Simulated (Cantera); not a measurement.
A closed system holds: 1 mol Si3N4, 0.33 mol O2, 39 mol N2, at 0.100 bar.

Equilibrium computed with Cantera from the NASA thermochemical tables; the gas is ideal and each condensed phase is pure. Candidate condensed phases: Si, SiO2, Si2N2O, Si3N4; 16 gas species. Mutual solubility and eutectic melting of coexisting phases are not modelled. The tables' values for SiN are old estimates; treat these amounts as uncertain. Rates play no part.

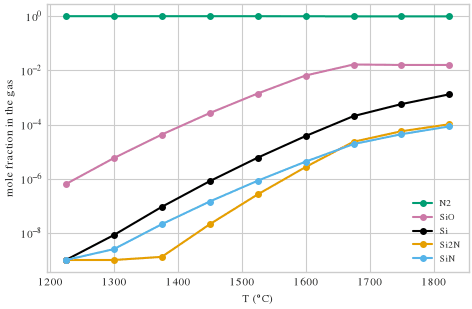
Equilibrium gas composition (values under 1e-9 drawn at 1e-9)

From 1225 °C to 1600 °C the condensed part is Si2N2O(s) + Si3N4(s). At 1675 °C the condensed part is Si3N4(s). From 1750 °C to 1825 °C the condensed part is Si(l). The main Si-bearing gas is SiO throughout.
